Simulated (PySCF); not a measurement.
# C2H2FGe (SMILES C#[C][GeH][F]): UM06-L/cc-pVDZ

Aim: the energy change on altering one bond length of C2H2FGe at UM06-L/cc-pVDZ, from 2 runs. The job is set up through a Python script.

Program for the calculation: PySCF 2.14.0.

2 further runs of the same task are left out: 2 set aside as unsound or not needed.

## 1. The system as given

C2H2FGe: 6 atoms, total charge 0, spin state doublet. As SMILES, `C#[C][GeH][F]`. The coordinates come from a PBE0-D4/def2-TZVP relaxation.

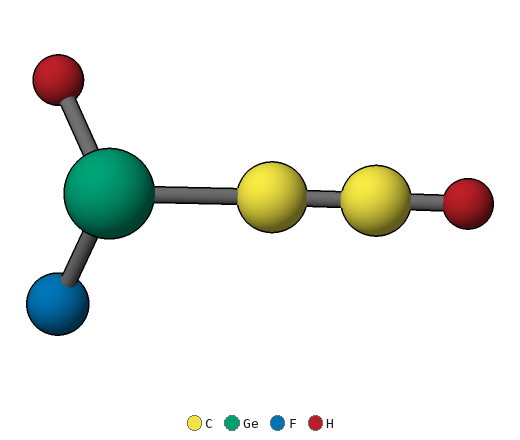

Viewed from a chosen angle; carbon yellow, germanium teal, fluorine blue, hydrogen red.

## 2. The energy at UM06-L/cc-pVDZ

start.xyz

```xyz
6
C2H2FGe
C     -0.259200     0.074500    -1.769000
C      0.006200     0.034600    -0.591400
Ge     0.661100    -0.021100     1.180400
F     -0.021800    -1.442400     1.919600
H     -0.516900     0.107000    -2.803300
H      0.172500     1.183400     2.017600
```

job.py

```python
from pyscf import gto, dft

mol = gto.Mole()
mol.atom = 'start.xyz'
mol.charge = 0
mol.max_memory = 1860
mol.spin = 1
mol.verbose = 4
mol.basis = 'cc-pvdz'
mol.build()

mf = dft.UKS(mol, xc='m06-l')
mf.conv_tol = 1e-10
mf.grids.level = 5
mf.kernel()
if not mf.converged:
    mf = mf.newton().run(mf.mo_coeff, mf.mo_occ)

e_final = mf.e_tot
print('E = %.10f Eh' % e_final)
```

Run with:

```
$ OMP_NUM_THREADS=1 python job.py
```

Output:

```text
PySCF version 2.14.0

[INPUT] num. atoms = 6
[INPUT] num. electrons = 55
[INPUT] charge = 0
[INPUT] spin (= nelec alpha-beta = 2S) = 1
[INPUT] symmetry False subgroup None
[INPUT] Mole.unit = angstrom
[INPUT] Symbol           X                Y                Z      unit          X                Y                Z       unit  Magmom
[INPUT]  1 C     -0.259200000000   0.074500000000  -1.769000000000 AA   -0.489817011487   0.140784596280  -3.342925514356 Bohr   0.0
[INPUT]  2 C      0.006200000000   0.034600000000  -0.591400000000 AA    0.011716301972   0.065384523910  -1.117584030068 Bohr   0.0
[INPUT]  3 Ge     0.661100000000  -0.021100000000   1.180400000000 AA    1.249297940950  -0.039873221228   2.230632717437 Bohr   0.0
[INPUT]  4 F     -0.021800000000  -1.442400000000   1.919600000000 AA   -0.041196029516  -2.725740962073   3.627518268715 Bohr   0.0
[INPUT]  5 H     -0.516900000000   0.107000000000  -2.803300000000 AA   -0.976799433788   0.202200695328  -5.297469244993 Bohr   0.0
[INPUT]  6 H      0.172500000000   1.183400000000   2.017600000000 AA    0.325977756487   2.236301895810   3.812711428922 Bohr   0.0

nuclear repulsion = 231.057595511116
number of shells = 27
number of NR pGTOs = 169
number of NR cGTOs = 79
basis = cc-pvdz
ecp = {}

[... 91 lines left out ...]
converged SCF energy = -2254.07288301423  <S^2> = 0.7522986  2S+1 = 2.0022973
E = -2254.0728830142 Eh
```

Wall time 68 s (1 thread of Arm Neoverse V2, shared host); peak memory 0.47 GiB.

## 3. The distorted shape

calc.py

```python
from pyscf import gto, dft

molecule = gto.M(
    atom='''
C     -0.212846    -0.542006    -3.817506
C      0.288688    -0.617406    -1.592164
Ge     1.526269    -0.722663     1.756053
F      0.235775    -3.408531     3.152938
H     -0.699828    -0.480589    -5.772049
H      0.325978     2.236302     3.812711
''',
    max_memory=1860,
    unit='bohr',
    basis='cc-pvdz',
    spin=1,
    verbose=3,
)

myscf = dft.UKS(molecule, xc='m06-l')
myscf.conv_tol = 1e-10
myscf.grids.level = 5
myscf.kernel()
if not myscf.converged:
    myscf = myscf.newton().run(myscf.mo_coeff, myscf.mo_occ)

energy = myscf.e_tot
print('Final energy', energy)
```

Run with:

```
$ OMP_NUM_THREADS=1 python calc.py
```

Output:

```text
WARN: HOMO -0.194703078700249 >= LUMO -0.194703078700251

converged SCF energy = -2254.04293017933  <S^2> = 0.75710116  2S+1 = 2.0070886
Final energy -2254.0429301793292
```

It took 75 s on 1 thread of Arm Neoverse V2, shared host; peak memory 0.47 GiB.

## 4. Summary of results

Level: UM06-L/cc-pVDZ.

| quantity | value |
| --- | --- |
| first shape: total energy | -2254.07288 Eh |
| first shape: dipole moment | 2.13 D |
| first shape: HOMO energy (highest over α and β) | -5.56 eV |
| first shape: LUMO energy (lowest over α and β) | -4.32 eV |
| first shape: ⟨S²⟩ | 0.752 |
| distorted shape: total energy | -2254.04293 Eh |
| distorted shape: dipole moment | 2.29 D |
| distorted shape: HOMO energy (highest over α and β) | -5.83 eV |
| distorted shape: LUMO energy (lowest over α and β) | -4.63 eV |
| distorted shape: ⟨S²⟩ | 0.757 |
| energy change with the Ge3–H6 bond stretched from 1.546 to 2.010 Å | 0.815 eV |

**Reading.** With the Ge3–H6 bond stretched from 1.546 to 2.010 Å the energy rises by 0.82 eV (78.6 kJ/mol). The first shape isn't relaxed at this level, so the change isn't measured from a minimum. Mulliken charges (distorted shape) run from -0.38 on F4 to +0.61 on Ge3.
